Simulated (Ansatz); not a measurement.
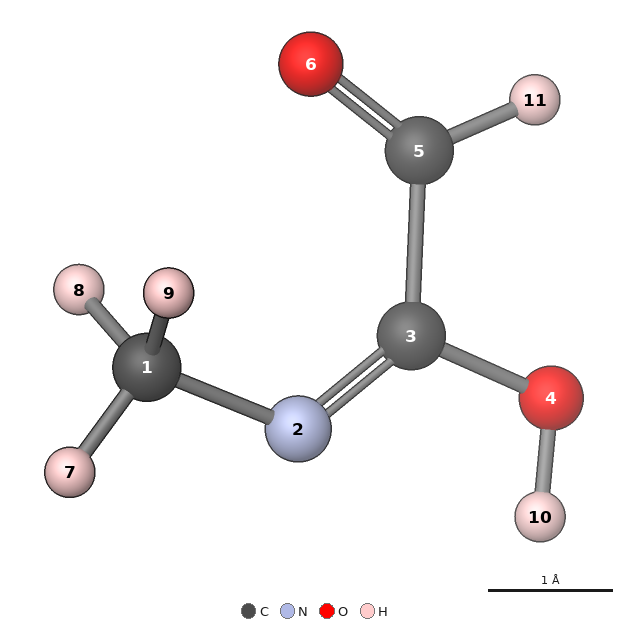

Orthographic view. Distant atoms are faded towards the background colour. The geometry was computed by an optimisation with PBE0-D4/def2-TZVP. No frequency run is at hand to confirm it as a minimum.

Give the geometry as a Z-matrix, atoms in numerical order, with these reference atoms: 2 to 1; 3 to 2, 1; 4 to 3, 2, 1; 5 to 3, 2, 1; 6 to 5, 3, 2; 7 to 1, 2, 3; 8 to 1, 7, 2; 9 to 1, 7, 8; 10 to 4, 3, 2; 11 to 5, 6, 3.

```
C  
N    1   1.442
C    2   1.257   1   122.8
O    3   1.349   2   121.0   1   180.0
C    3   1.503   2   129.3   1     0.0
O    5   1.199   3   123.5   2     0.0
H    1   1.090   2   108.4   3   179.9
H    1   1.094   7   108.7   2   122.1
H    1   1.094   7   108.7   8   115.9
H    4   0.967   3   106.5   2     0.0
H    5   1.107   6   122.3   3   180.0
```
